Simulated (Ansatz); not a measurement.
# C3H8Si (SMILES CC(C)[SiH]) at PBE/6-31G(d) (spherical functions)

Aim: the vertical ionisation energy of C3H8Si at PBE/6-31G* (spherical functions), from 2 runs. 

The results are computed with Ansatz 0.2.0.

62 further runs of the same task are left out: 62 set aside as unsound or not needed.

## (1) The structure to begin with

C3H8Si: 12 atoms, total charge 0, spin state singlet. SMILES: `CC(C)[SiH]`. The coordinates come from a PBE0-D4/def2-TZVP relaxation. This is one conformer, not always the lowest.

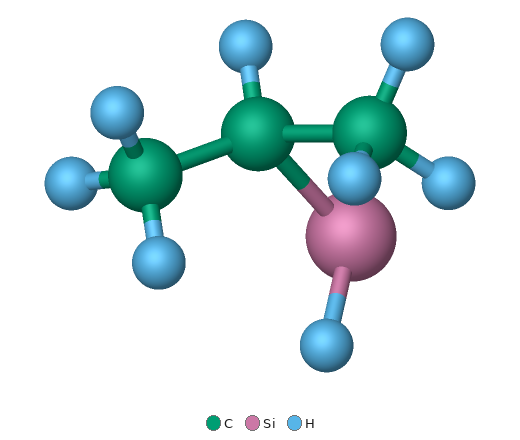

Viewed from a chosen angle; carbon teal, silicon pink, hydrogen blue.

## (2) The energy at PBE/6-31G(d) (spherical functions)

Input file molecule.yaml:

```yaml
crystal:
  periodic: [false, false, false]
  atoms:
    - {symbol: C, position_ang: [-0.253100, 0.907000, -1.062800]}
    - {symbol: C, position_ang: [0.097600, -0.436300, -0.460200]}
    - {symbol: C, position_ang: [0.789900, -0.357500, 0.904100]}
    - {symbol: Si, position_ang: [-1.169000, -1.505700, 0.467600]}
    - {symbol: H, position_ang: [-0.840100, 0.787500, -1.976500]}
    - {symbol: H, position_ang: [-0.850600, 1.498900, -0.364400]}
    - {symbol: H, position_ang: [0.640200, 1.486400, -1.322400]}
    - {symbol: H, position_ang: [0.694200, -1.034400, -1.150400]}
    - {symbol: H, position_ang: [0.750400, 0.645900, 1.325000]}
    - {symbol: H, position_ang: [0.284700, -1.010900, 1.698600]}
    - {symbol: H, position_ang: [1.807500, -0.747500, 0.908500]}
    - {symbol: H, position_ang: [-1.874800, -0.288600, 1.067000]}
basis:
  gaussian:
    orbitals: 6-31G_st_-spherical.json
hamiltonian:
  xc: {name: PBE}
accuracy: high
output:
  orbitals: {seedname: orbitals}
```

The basis set 6-31G* is read from a file made from the Basis Set Exchange's data (not shown).

Started as:

```
ansatz run molecule.yaml --threads 1 --pin off --max-ram 3480MiB --events-out events.jsonl --progress --plain --runs-dir runs
```

Standard output:

```text
Warning: RAYON_NUM_THREADS=1 ignored (pool sized by the plan → 1); use --threads N
Functional definition: PBE
  name "PBE"
  parameter kappa = 0.804
  parameter beta = 0.06672455060314922
  exchange = pbe_x(kappa = kappa, mu = beta*pi^2/3)
  correlation = pbe_c(beta = beta)
1918 factors; integrals over basis functions are off by at most 3.9e-9 eV
mean field evaluation 1: about -11097.9101 eV, gradient 6.2e1 eV
mean field evaluation 2: about -11064.0814 eV, gradient 1.2e2 eV
mean field evaluation 4: about -11107.7124 eV, gradient 9.1e0 eV
mean field evaluation 8: about -11107.9071 eV, gradient 4.6e-1 eV
mean field evaluation 16: about -11107.9078 eV, gradient 1.3e-5 eV
mean field -11107.90782142 eV, -408.2080832268 hartree, gradient 6.4e-8 eV, S^2 0.000000; 0 other end points of the search recorded, 0 dependent functions left out
reference -11107.90782437 eV, -408.2080833352 hartree; 20, 20 occupied and 56, 56 virtual orbitals, 1918 factors
Total energy: -11107.90782437 eV, -408.2080833352 hartree
```

Wall time 3.6 s (1 thread of Intel Xeon 6975P-C (Granite Rapids), shared host); peak memory 0.23 GiB.

## (3) The doublet cation at the same level

Input file input.yaml:

```yaml
crystal:
  periodic: [false, false, false]
  atoms:
    - {symbol: C, position_ang: [-0.253100, 0.907000, -1.062800]}
    - {symbol: C, position_ang: [0.097600, -0.436300, -0.460200]}
    - {symbol: C, position_ang: [0.789900, -0.357500, 0.904100]}
    - {symbol: Si, position_ang: [-1.169000, -1.505700, 0.467600]}
    - {symbol: H, position_ang: [-0.840100, 0.787500, -1.976500]}
    - {symbol: H, position_ang: [-0.850600, 1.498900, -0.364400]}
    - {symbol: H, position_ang: [0.640200, 1.486400, -1.322400]}
    - {symbol: H, position_ang: [0.694200, -1.034400, -1.150400]}
    - {symbol: H, position_ang: [0.750400, 0.645900, 1.325000]}
    - {symbol: H, position_ang: [0.284700, -1.010900, 1.698600]}
    - {symbol: H, position_ang: [1.807500, -0.747500, 0.908500]}
    - {symbol: H, position_ang: [-1.874800, -0.288600, 1.067000]}
basis:
  gaussian: {orbitals: 6-31G_st_-spherical.json}
total_charge: 1
magnetization: {spin_polarized: true, initial_magnetization: 1}
hamiltonian: {xc: {name: PBE}}
accuracy: high
output: {orbitals: {seedname: orbitals}}
```

The basis set 6-31G* is read from a file made from the Basis Set Exchange's data (not shown).

Started as:

```
ansatz run input.yaml --threads 1 --pin off --max-ram 3480MiB --events-out events.jsonl --progress --plain --runs-dir runs
```

Standard output:

```text
Warning: RAYON_NUM_THREADS=1 ignored (pool sized by the plan → 1); use --threads N
Functional definition: PBE
  name "PBE"
  parameter kappa = 0.804
  parameter beta = 0.06672455060314922
  exchange = pbe_x(kappa = kappa, mu = beta*pi^2/3)
  correlation = pbe_c(beta = beta)
1918 factors; integrals over basis functions are off by at most 3.9e-9 eV
mean field evaluation 1: about -11077.3775 eV, gradient 6.5e1 eV
mean field evaluation 2: about -10919.8954 eV, gradient 1.5e2 eV
mean field evaluation 4: about -11097.6476 eV, gradient 1.8e1 eV
mean field evaluation 8: about -11099.9435 eV, gradient 3.3e-1 eV
mean field evaluation 16: about -11099.9312 eV, gradient 4.1e-4 eV
mean field evaluation 32: about -11099.5893 eV, gradient 6.1e0 eV
mean field -11099.93122865 eV, -407.9149488492 hartree, gradient 3.5e-8 eV, S^2 0.752516; 1 other end points of the search recorded, 0 dependent functions left out
reference -11099.93123170 eV, -407.9149489615 hartree; 20, 19 occupied and 56, 57 virtual orbitals, 1918 factors
Total energy: -11099.93123170 eV, -407.9149489615 hartree
```

It took 5.7 s on 1 thread of Intel Xeon 6975P-C (Granite Rapids), shared host; peak memory 0.3 GiB.

## (4) What came out

At PBE/6-31G* (spherical functions):

| quantity | value |
| --- | --- |
| singlet C3H8Si: total energy | -408.20808 Eh |
| singlet C3H8Si: HOMO energy | -4.93 eV |
| singlet C3H8Si: LUMO energy | -2.08 eV |
| singlet C3H8Si: HOMO–LUMO gap | 2.86 eV |
| doublet cation: total energy | -407.91495 Eh |
| doublet cation: HOMO energy (highest over α and β) | -12.15 eV |
| doublet cation: LUMO energy (lowest over α and β) | -10.91 eV |
| doublet cation: ⟨S²⟩ | 0.753 |
| vertical ionisation energy (to the doublet cation) | 7.977 eV |

Removing an electron at fixed nuclei costs 7.98 eV (770 kJ/mol). The negative HOMO energy of the first species, 4.93 eV, lies 3.04 eV below that difference.
